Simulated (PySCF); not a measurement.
# C5H14GeO: magnetic properties

Wanted: magnetic properties for C5H14GeO (`[H][Ge]([H])([CH3])[O]C(C)(C)C`).

Computed with PySCF 2.14.0 and routines of our own; the level stands in each step. Atoms count from 0.

### Step 1. The starting structure

21 atoms, charge 0, multiplicity 1; geometry from: GFN2-xTB.

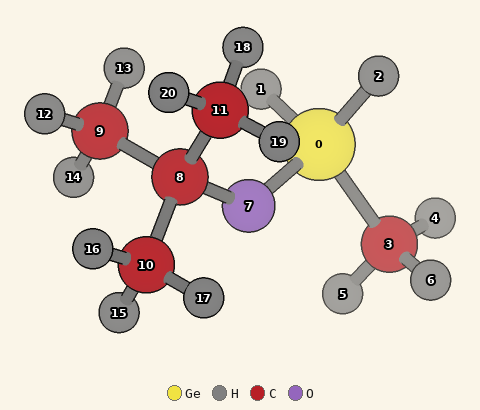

The starting geometry (germanium yellow, hydrogen grey, carbon red, oxygen purple).

### Step 2. Magnetic properties: GIAO BP86/def2-SVP

Job settings and geometry (Å):

```
{"job": {"kind": "mag", "xc": "BP86", "basis": "def2-SVP"}, "charge": 0, "multiplicity": 1}
Ge     0.410530     1.870020     0.225440
H      0.468100     1.982450     1.737980
H      1.841080     1.939030    -0.277160
C     -0.785310     3.172980    -0.617480
H     -0.496880     4.192180    -0.376050
H     -1.805590     3.013060    -0.280240
H     -0.765240     3.056110    -1.698230
O     -0.329880     0.360340    -0.247010
C      0.007680    -0.985600     0.028930
C     -0.081630    -1.262560     1.530000
C     -1.021980    -1.835170    -0.722550
C      1.415430    -1.303560    -0.475410
H      0.098200    -2.314590     1.735230
H      0.661980    -0.665600     2.056260
H     -1.068660    -0.990550     1.896610
H     -2.022100    -1.590730    -0.374500
H     -0.835860    -2.893510    -0.561140
H     -0.966910    -1.620490    -1.786600
H      2.143650    -0.708470     0.074430
H      1.492370    -1.057760    -1.532140
H      1.641020    -2.357580    -0.336360
```

Method: GIAO BP86/def2-SVP magnetisability, rotational g tensor and spin-rotation constants, non-relativistic, gas phase.

The run is started by

```console
> OMP_NUM_THREADS=1 python excited_run.py task.json out
```

This one command runs all jobs of the session in turn.

Log:

```text
coarse grid: 73104 points
cycle   1  E = -2350.7558900803  dE = -1.825e-01  |g| = 1.090e+00  |ddm| = 4.448e+00
cycle   2  E = -2349.6924926228  dE =  1.063e+00  |g| = 2.453e+00  |ddm| = 4.581e+00
cycle   3  E = -2350.9430874177  dE = -1.251e+00  |g| = 4.847e-01  |ddm| = 4.058e+00
cycle   4  E = -2350.9917544638  dE = -4.867e-02  |g| = 1.164e-01  |ddm| = 5.931e-01
cycle   5  E = -2350.9943020828  dE = -2.548e-03  |g| = 3.789e-02  |ddm| = 1.616e-01
cycle   6  E = -2350.9947363552  dE = -4.343e-04  |g| = 1.188e-02  |ddm| = 5.782e-02
cycle   7  E = -2350.9947694653  dE = -3.311e-05  |g| = 2.546e-03  |ddm| = 1.180e-02
cycle   8  E = -2350.9947709357  dE = -1.470e-06  |g| = 5.428e-04  |ddm| = 3.400e-03
final grid: 155496 points
cycle   9  E = -2350.9947415152  dE = -1.806e-08  |g| = 9.518e-04  |ddm| = 4.001e-03
cycle  10  E = -2350.9947408229  dE =  6.922e-07  |g| = 2.140e-03  |ddm| = 3.282e-03
cycle  11  E = -2350.9947417178  dE = -8.948e-07  |g| = 1.805e-04  |ddm| = 2.353e-03
cycle  12  E = -2350.9947417238  dE = -6.075e-09  |g| = 2.310e-05  |ddm| = 1.798e-04
cycle  13  E = -2350.9947417239  dE = -1.164e-10  |g| = 4.135e-06  |ddm| = 2.806e-05
converged SCF energy = -2350.9947417239

Magnetisability tensor (1e-30 J/T^2)
    -1567.25      -21.50       -7.43
      -21.50    -1622.76      -13.73
       -7.43      -13.73    -1560.40
isotropic -1583.47   principal values   -1633.37  -1561.40  -1555.64
isotropic susceptibility -95.359 1e-6 cm^3/mol

Inertial axes            a          b          c
rot. const./GHz      3.3811     0.9714     0.9173
chi total           -97.750    -94.643    -93.684
chi diamagnetic    -519.422  -1385.106  -1458.046
chi paramagnetic    421.673   1290.464   1364.362
quadrupole/D A        4.863     -2.722     -2.142
g nuclear            0.6602     0.5868     0.5854
g electronic        -0.6698    -0.5889    -0.5879
g total             -0.0096    -0.0021    -0.0026

Spin-rotation constants (kHz, H = +C I.J)
atom  isotope        aa         bb         cc
  1     1H       -0.277     -0.039      0.003
  2     1H       -0.276     -0.039      0.002
  4     1H        0.002     -0.098     -0.113
  5     1H       -0.381     -0.059     -0.037
  6     1H       -0.387     -0.068     -0.026
 12     1H        0.090     -0.108     -0.105
 13     1H       -0.234     -0.010     -0.104
 14     1H       -0.373     -0.072     -0.012
 15     1H       -0.375     -0.055     -0.024
 16     1H        0.093     -0.103     -0.111
 17     1H       -0.373     -0.068     -0.012
 18     1H       -0.235     -0.009     -0.106
 19     1H       -0.369     -0.083     -0.002
 20     1H        0.092     -0.107     -0.106
  0   73Ge*      -0.847     -0.268     -0.273
  3    13C*       0.329      0.100      0.104
  7    17O*      -0.487     -0.082     -0.091
  8    13C*       0.555      0.231      0.221
  9    13C*       0.593      0.148      0.120
* in the singly substituted isotopologue
```

Wall time 94 s (1 thread of Intel Xeon Platinum 8259CL at 2.50GHz, shared host); peak memory 0.7 GiB.

In short:

```csv
quantity,value
magnetisability,-1583·10⁻³⁰ J/T²
molar susceptibility,-95.4·10⁻⁶ cm³/mol
"rotational g (a, b, c)","-0.0096, -0.0021, -0.0026"
```

The fields below are evaluated on a grid from the run's orbitals.

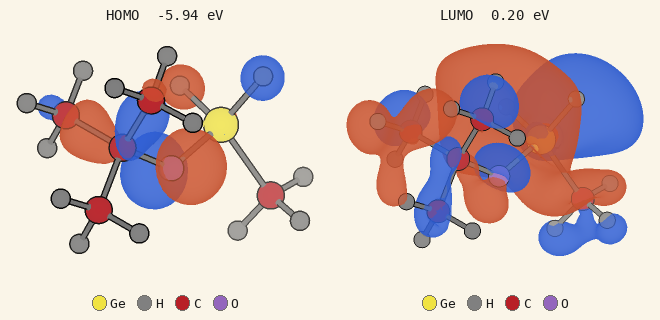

BP86/def2-SVP orbitals near the gap, drawn at the value that encloses 70 % of each; the two colours are the two signs.

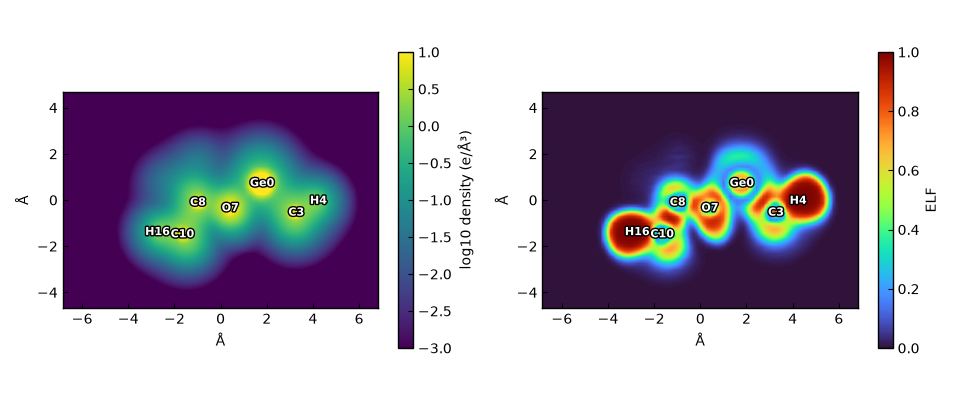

Density (left) and ELF (right) in a plane through or near 7 of the atoms.

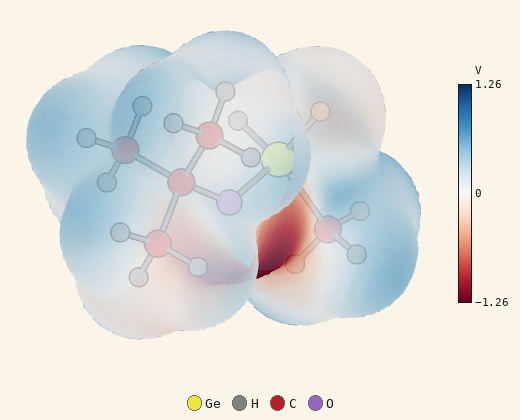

The potential that a unit positive charge feels on the 0.002 e/bohr³ surface, from the 1st to the 99th percentile, from -1.26 V near O7 to 0.82 V near H4.

### Step 3. Magnetic properties: GIAO KT3/def2-SVP

Settings changed since step 2:

```diff
@@ -1,2 +1,2 @@
-{"job": {"kind": "mag", "xc": "BP86", "basis": "def2-SVP"}, "charge": 0, "multiplicity": 1}
+{"job": {"kind": "mag", "xc": "KT3", "basis": "def2-SVP"}, "charge": 0, "multiplicity": 1}
 Ge     0.410530     1.870020     0.225440
```

With the program's defaults for keys left out, this is: GIAO KT3/def2-SVP magnetisability, rotational g tensor and spin-rotation constants, non-relativistic, gas phase.

Log:

```text
coarse grid: 73104 points
cycle   1  E = -2362.7196204050  dE = -2.003e-01  |g| = 9.724e-01  |ddm| = 4.422e+00
cycle   2  E = -2361.7052343866  dE =  1.014e+00  |g| = 2.296e+00  |ddm| = 5.116e+00
cycle   3  E = -2362.9069420571  dE = -1.202e+00  |g| = 3.757e-01  |ddm| = 4.494e+00
cycle   4  E = -2362.9394066711  dE = -3.246e-02  |g| = 1.271e-01  |ddm| = 5.311e-01
cycle   5  E = -2362.9429619455  dE = -3.555e-03  |g| = 2.940e-02  |ddm| = 1.456e-01
cycle   6  E = -2362.9432030197  dE = -2.411e-04  |g| = 9.685e-03  |ddm| = 4.391e-02
cycle   7  E = -2362.9432255306  dE = -2.251e-05  |g| = 1.750e-03  |ddm| = 1.007e-02
cycle   8  E = -2362.9432262904  dE = -7.598e-07  |g| = 3.791e-04  |ddm| = 2.513e-03
final grid: 155496 points
cycle   9  E = -2362.9432361916  dE = -1.162e-07  |g| = 5.625e-04  |ddm| = 3.810e-03
cycle  10  E = -2362.9432360181  dE =  1.735e-07  |g| = 1.096e-03  |ddm| = 1.631e-03
cycle  11  E = -2362.9432362532  dE = -2.351e-07  |g| = 1.380e-04  |ddm| = 1.161e-03
cycle  12  E = -2362.9432362573  dE = -4.134e-09  |g| = 2.243e-05  |ddm| = 1.938e-04
cycle  13  E = -2362.9432362575  dE = -1.278e-10  |g| = 4.224e-06  |ddm| = 3.414e-05
converged SCF energy = -2362.9432362575

Magnetisability tensor (1e-30 J/T^2)
    -1541.86      -20.52       -7.34
      -20.52    -1602.28      -12.76
       -7.34      -12.76    -1535.40
isotropic -1559.85   principal values   -1611.31  -1537.63  -1530.60
isotropic susceptibility -93.936 1e-6 cm^3/mol

Inertial axes            a          b          c
rot. const./GHz      3.3811     0.9714     0.9173
chi total           -96.516    -93.118    -92.175
chi diamagnetic    -518.416  -1384.179  -1457.154
chi paramagnetic    421.900   1291.061   1364.979
quadrupole/D A        4.754     -2.697     -2.057
g nuclear            0.6602     0.5868     0.5854
g electronic        -0.6702    -0.5892    -0.5882
g total             -0.0100    -0.0024    -0.0028

Spin-rotation constants (kHz, H = +C I.J)
atom  isotope        aa         bb         cc
  1     1H       -0.278     -0.040      0.003
  2     1H       -0.277     -0.039      0.002
  4     1H        0.004     -0.096     -0.112
  5     1H       -0.377     -0.058     -0.036
  6     1H       -0.383     -0.067     -0.025
 12     1H        0.091     -0.106     -0.103
 13     1H       -0.229     -0.009     -0.103
 14     1H       -0.367     -0.071     -0.011
 15     1H       -0.370     -0.054     -0.023
 16     1H        0.094     -0.101     -0.110
 17     1H       -0.368     -0.067     -0.012
 18     1H       -0.230     -0.008     -0.104
 19     1H       -0.363     -0.082     -0.001
 20     1H        0.092     -0.105     -0.104
  0   73Ge*      -0.818     -0.258     -0.264
  3    13C*       0.325      0.099      0.101
  7    17O*      -0.468     -0.082     -0.091
  8    13C*       0.553      0.228      0.219
  9    13C*       0.578      0.145      0.119
* in the singly substituted isotopologue
```

Wall time 79 s (1 thread of Intel Xeon Platinum 8259CL at 2.50GHz, shared host); peak memory 0.66 GiB.

From this job:

```csv
quantity,value
magnetisability,-1560·10⁻³⁰ J/T²
molar susceptibility,-93.9·10⁻⁶ cm³/mol
"rotational g (a, b, c)","-0.0100, -0.0024, -0.0028"
```

### Step 4. The levels compared

```csv
level,ξ (10⁻³⁰ J/T²),g(a),g(b),gap (eV),functions,time
GIAO BP86/def2-SVP,-1583,-0.0096,-0.0021,6.14,186,94 s
GIAO KT3/def2-SVP,-1560,-0.0100,-0.0024,6.23,186,79 s
```

### Step 5. Results

| quantity | value |
| --- | --- |
| magnetisability (step 2, GIAO BP86/def2-SVP) | -1583·10⁻³⁰ J/T² |
| molar susceptibility (step 2, GIAO BP86/def2-SVP) | -95.4·10⁻⁶ cm³/mol |
| rotational g (a, b, c) (step 2, GIAO BP86/def2-SVP) | -0.0096, -0.0021, -0.0026 |
| surface potential, 1st and 99th percentile | -1.26 V and 0.82 V |
| magnetisability over the levels | -1583 to -1560·10⁻³⁰ J/T² |

In words: Steps that list no spin-orbit terms leave them out, which matters at and beside the heavy atoms. The magnetisability spreads by 1.5 % over 2 levels of like cost. Two levels can agree by chance, so this spread shows no convergence. Vibrational averaging and real surroundings are missing from these values.
